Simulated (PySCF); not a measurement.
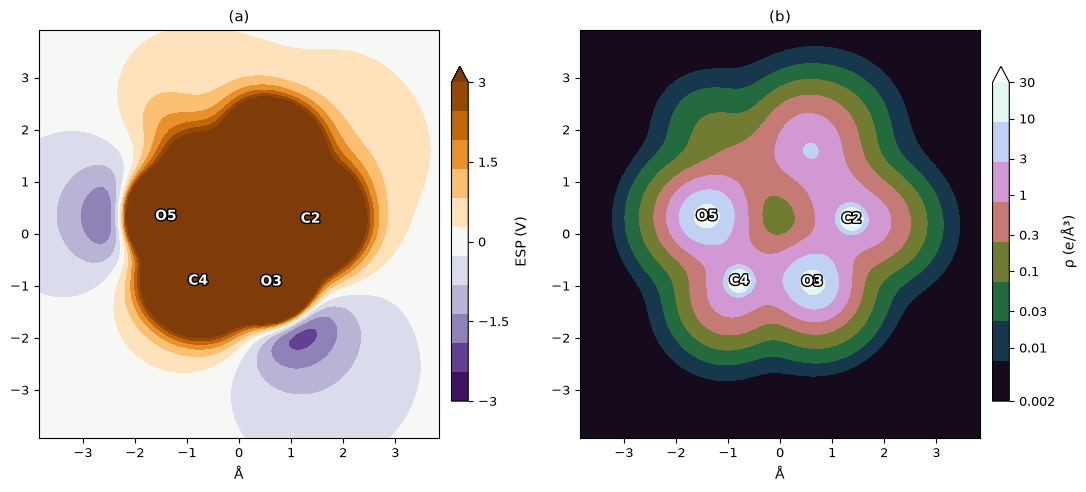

C4H8O2 (SMILES C1COCOC1). (a) electrostatic potential; (b) total electron density on the plane of atoms C2, O3 and C4.

Geometry: GFN2-xTB.

Method: B3LYP/pcSseg-1, SCF density, gas phase, non-relativistic in PySCF 2.14.0.

Input file:

```
{"job": {"kind": "nmr", "xc": "B3LYP", "basis": "pcSseg-1", "pop": false}, "charge": 0, "multiplicity": 1}
C     -1.222358    -0.124705     0.179136
C     -0.550662     1.228263    -0.110595
O      0.864940     1.219458    -0.248205
C      1.626689     0.092216     0.111343
O      0.938760    -0.993374     0.630644
C     -0.235494    -1.248147    -0.114237
H     -2.126317    -0.231147    -0.418806
H     -1.491217    -0.186442     1.234807
H     -0.919799     1.635142    -1.059610
H     -0.802515     1.943873     0.683802
H      2.176302    -0.211779    -0.804701
H      2.354542     0.391333     0.879327
H     -0.613249    -2.213820     0.224198
H      0.000378    -1.300870    -1.187104
```

Command:

```sh
OMP_NUM_THREADS=1 python ens_run.py task.json out
```

Q: What do the fields say about this system?

A:
- The plane passes through C and O nuclei.
- C–O (1.39 Å): ρ at the midpoint is about 2.2 e/Å³, with its minimum of 1.9 e/Å³ about 0.5 Å from C.
- Outside the dense part of the molecule the potential is most negative (−2.1 V) near O3.
